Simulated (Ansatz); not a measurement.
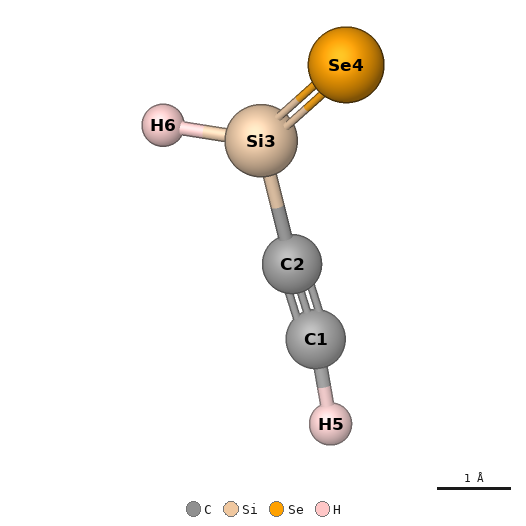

Source: calculation with Ansatz.

Orthographic view. Distant atoms are faded towards the background colour. Geometry: atoms displaced at random (about 0.07 Å) from a stationary point of GFN2-xTB.

Write a MOL file (V2000) with the atoms in numerical order, bonds sorted by atom number with the orders drawn, and coordinates in the frame of the picture: x right, y up, z towards the viewer, origin at the mean position.

```
C2H2SeSi
                    3D

  6  5  0  0  0  0  0  0  0  0999 V2000
    0.4300   -1.5600   -0.6700 C   0  0  0  0  0  0  0  0  0  0  0  0
    0.1000   -0.5200   -0.3000 C   0  0  0  0  0  0  0  0  0  0  0  0
   -0.3300    1.1800    0.4300 Si  0  0  0  0  0  4  0  0  0  0  0  0
    0.8500    2.2300    1.6400 Se  0  0  0  0  0  2  0  0  0  0  0  0
    0.6300   -2.7300   -1.0400 H   0  0  0  0  0  0  0  0  0  0  0  0
   -1.6800    1.3900   -0.0600 H   0  0  0  0  0  0  0  0  0  0  0  0
  1  2  3  0
  1  5  1  0
  2  3  1  0
  3  4  2  0
  3  6  1  0
M  END
```
